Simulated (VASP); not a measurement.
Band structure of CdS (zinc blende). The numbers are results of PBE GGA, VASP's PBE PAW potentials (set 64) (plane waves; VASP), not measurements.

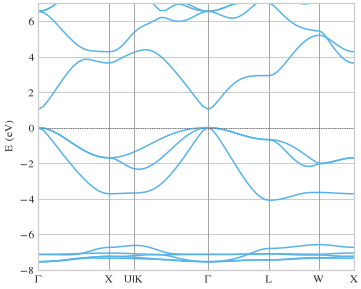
Figure. Bands along high-symmetry lines, zero at the valence-band maximum or, without a gap, the Fermi level

Question: Read the plot: is there a gap, and where are the band edges?

Answer: The gap is direct, 1.03 eV, from the valence maximum at Γ to the conduction minimum at Γ. (Edges off the drawn lines would not show.)

Measured: gap 2.48 eV at 4 K (computed value off by -1.45 eV), as given by arXiv:1206.3780.

The compound is CdS in the zinc blende structure, a metastable form; wurtzite is the usual one. It was relaxed first, which changed the volume by +6 %.
